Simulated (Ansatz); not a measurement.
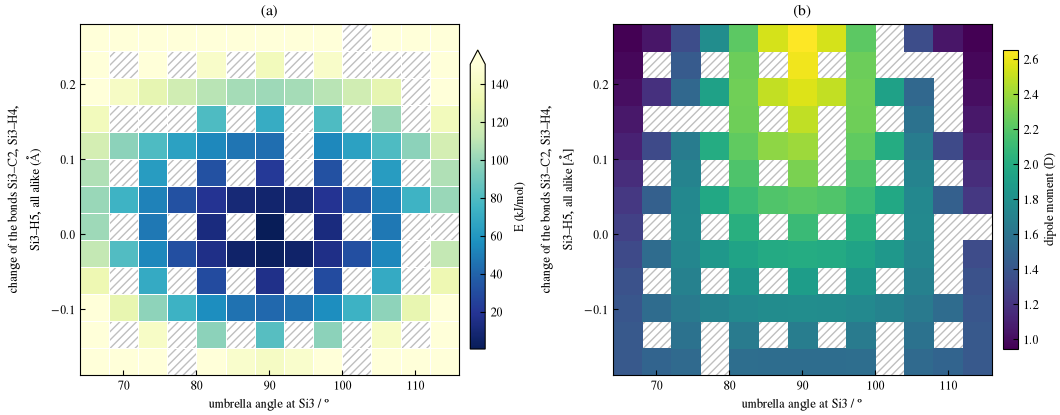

CH2BSi, SMILES [B]=C=[SiH2], spin multiplicity 2. The first coordinate is: umbrella angle at Si3 (between each of its bonds and their common axis; 90 is planar); the second: change of the bonds Si3–C2, Si3–H4, Si3–H5, all alike. Nothing is relaxed (all other coordinates rigid). The scan uses a 13 × 13 grid; 110 points were computed and 14 follow by symmetry. At 45 points there is no value. Points are written as (first, second). Energies are in kJ/mol, from the relaxed molecule at the same level. In part of the range the unrestricted reference is strongly spin-contaminated. All numbers below come from UKS PBE0-D4/def2-TZVP (Ansatz 0.2.0).

Panel (a) is the energy and panel (b) the computed dipole moment on the same grid.

In the figure: one coloured cell a grid point, one colour for all values above the top of the scale, hatched blanks where no value was computed.

> How does the dipole moment vary over the map, and what is it at the lowest grid point?

Leaving out the highest fifth of the energies, it runs from 1.01 D at (114°, 0.191 Å) to 2.62 D at (90°, 0.227 Å). At the lowest grid point, (90°, 0.010 Å), it is 2.10 D.
